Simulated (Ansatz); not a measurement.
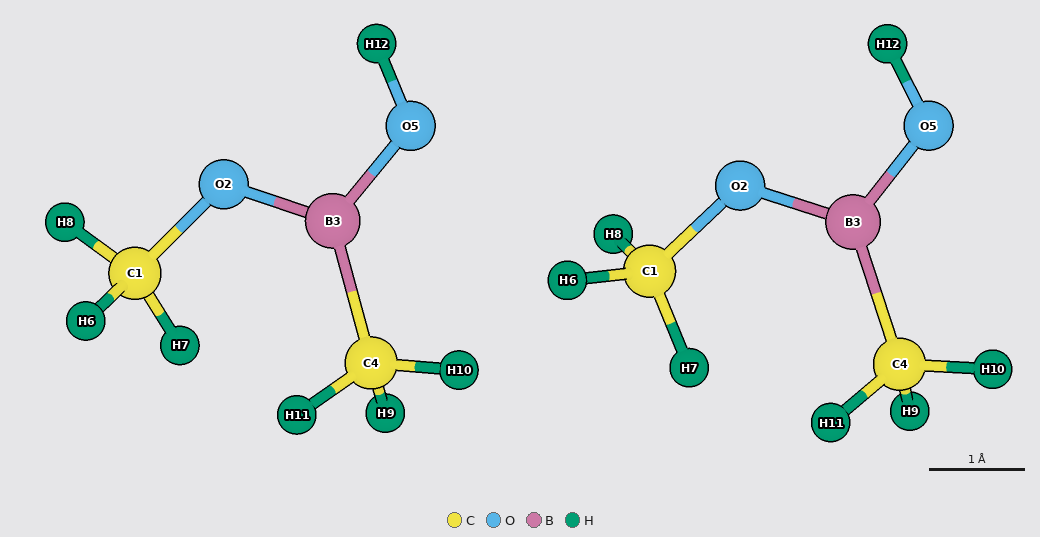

Two geometries of C₂H₇BO₂, drawn at one scale. One is the start of a relaxation, the other its converged end. A ball-and-stick model, seen at a tilt.

Computed with Ansatz 0.2.0, RKS PBE0-D4/def2-TZVP. Set-up: force threshold 0.005 eV/Å; at most 150 steps.

Which of the two is the end point?

The left one is the relaxed one. The start comes from PBE-D4/def2-SVP. Over 19 accepted moves (29 points after the start) the energy falls by 4.93 kJ/mol. The largest force component goes from 0.67 to 0.0019 eV/Å. The line search rejected the trial steps at points 5, 6, 8, 9, 12, 13, 17, 24 and more of the run. The forces were under the threshold at step 10, but the run went on from there. The atom that moves furthest after the best rigid fit is H6 (0.60 Å). Largest moves by element: H 0.60 Å, C 0.12 Å, O 0.09 Å, B 0.02 Å. Near-neighbour distances that change, for instance: C1–H6 1.113 → 1.094 Å, C4–H9 1.112 → 1.095 Å, O5–H12 0.977 → 0.962 Å, B3–C4 1.581 → 1.569 Å. Among the angles between lasting bonds that change: C1–O2–B3 124.1° → 121.9°. Groups turn about C1–O2 by about 35°. The run took of the order of 4 core-minutes on a shared host.
